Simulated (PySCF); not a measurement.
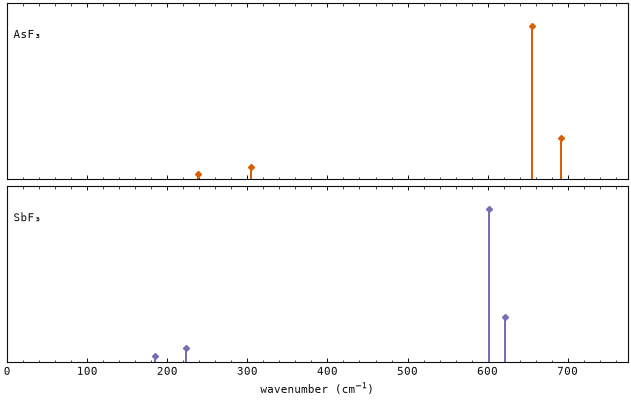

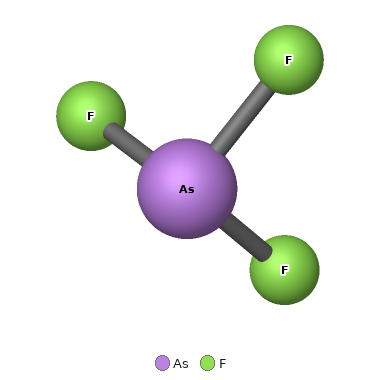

Harmonic infrared lines of AsF₃ and SbF₃, all C3v singlets, each the lowest point that its search found (AsF₃ is drawn); the central atom changes down one group of the periodic table. PBE/def2-TZVP (core potentials past Kr), PySCF 2.14.0, unscaled, no spin-orbit coupling; each panel is scaled to its strongest line, degenerate modes are one line with their intensities summed, and dots on the axis are modes too weak to show or inactive.

How do the bond length and the stretches change along the series?

Mean bond length: AsF₃ 1.746, SbF₃ 1.918 Å, rising down the group. Highest a1 mode: AsF₃ 692, SbF₃ 622 cm⁻¹, falling down the group.

Limits of at least one run: no scalar relativity.
